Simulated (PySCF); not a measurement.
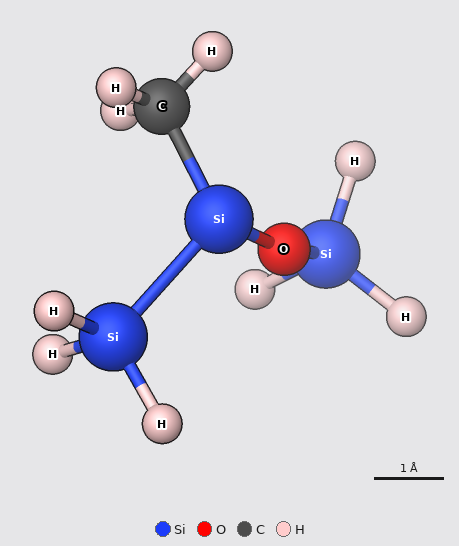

Fig. 1: The input geometry (ball-and-stick view, seen at a tilt). Bond lengths as drawn: C–H 1.10 Å, C–Si 1.88 Å, H–Si 1.49 to 1.50 Å, O–Si 1.65 to 1.66 Å and Si–Si 2.35 Å.

**Run report: CH9OSi3, EPR calculation**

- system: CH9OSi3, multiplicity 2, SMILES C[Si]([SiH3])O[SiH3]
- method: UKS BHandHLYP, IGLO-III on C O Si, pcH-1 on H, non-relativistic, mean-field spin-orbit, GIAO (PySCF 2.14.0)

## The input
```
{"job": {"kind": "epr", "xc": "BHandHLYP"}, "charge": 0, "multiplicity": 2}
Si    -0.592376     0.107115     0.838303
Si    -1.603105    -1.826931    -0.031168
O      1.056249    -0.040267     0.668968
Si     2.586645     0.166735     0.086096
C     -1.183931     1.675840    -0.021687
H     -3.088613    -1.712001     0.114417
H     -1.286645    -2.028441    -1.484233
H     -1.138162    -3.033135     0.719049
H      2.673213    -0.342695    -1.316100
H      3.542299    -0.590648     0.943393
H      2.957213     1.614442     0.096821
H     -0.904399     1.665039    -1.088698
H     -0.744853     2.574104     0.439800
H     -2.280071     1.756232     0.049448
```

The first line tells a small driver script what to run in PySCF; the rest is the geometry in Å.

Hardware: 1 CPU thread, shared host.

Launch command:
```bash
OMP_NUM_THREADS=1 python <driver script> task.json out
```

## The program's output
```
UKS, coarse grid
  cycle   1  E = -987.15598152  |g| = 5.36e-01
  cycle   2  E = -987.08706114  |g| = 7.04e-01
  cycle   3  E = -987.26460512  |g| = 6.17e-02
  cycle   4  E = -987.26623608  |g| = 2.67e-02
  cycle   5  E = -987.26663551  |g| = 5.37e-03
  cycle   6  E = -987.26666564  |g| = 1.75e-03
  cycle   7  E = -987.26667136  |g| = 4.74e-04
UKS, final grid
  cycle   1  E = -987.26668891  |g| = 2.53e-04
  cycle   2  E = -987.26668905  |g| = 1.65e-04
  cycle   3  E = -987.26668909  |g| = 1.07e-04
  cycle   4  E = -987.26668911  |g| = 4.62e-05
  cycle   5  E = -987.26668911  |g| = 8.11e-06
E = -987.26668911 Eh   <S^2> = 0.7539 (exact 0.7500)
g shifts (ppm)      1          2          3
  rmc          -156       -156       -156
  gc             50         13         68
  oz_so       -1273       -139       2284
  total       -1379       -282       2196
hyperfine (MHz)  atom isotope    a_iso     a_fc   dipolar eigenvalues
    0  29Si    -582.12    -583.31   -149.29     73.07     76.22
    1  29Si    -109.42    -109.59    -21.90      8.67     13.23
    2   17O     -40.30     -40.26    -18.83      8.83     10.00
    3  29Si      -6.83      -6.85     -2.68      1.14      1.54
    4   13C      33.10      33.09     -4.75     -3.72      8.47
    5    1H      -4.99      -4.99     -2.68     -1.22      3.90
    6    1H      62.04      62.04     -2.52     -0.23      2.75
    7    1H      -7.94      -7.94     -2.63     -1.24      3.87
    8    1H       6.81       6.81     -1.10     -0.78      1.87
    9    1H      -0.91      -0.91     -1.08     -0.88      1.96
   10    1H      -0.88      -0.88     -1.09     -0.93      2.02
   11    1H      53.86      53.86     -3.83      0.25      3.58
   12    1H       9.58       9.59     -4.49     -2.69      7.19
   13    1H      -3.37      -3.37     -3.99     -2.09      6.07
```

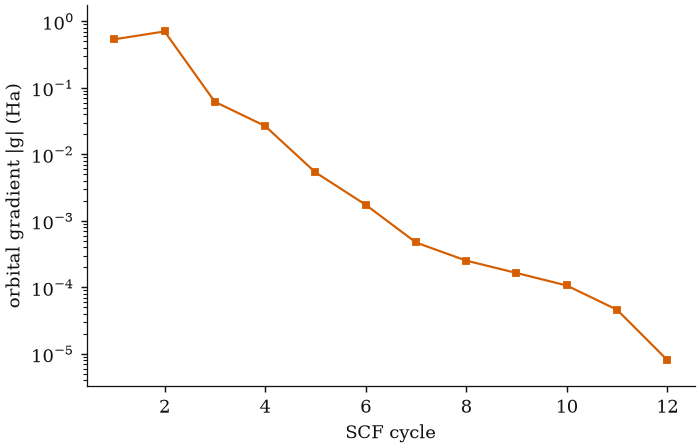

Fig. 2: Convergence of the self-consistent field: orbital gradient |g| against the SCF cycle. All cycles printed in the log are drawn one after another.

## Key numbers

- outcome: converged
- total energy: −987.266689 hartree
- ⟨S²⟩: 0.754
- isotropic g: 2.0025
- wall time: 71 s
- peak memory: 1 GiB
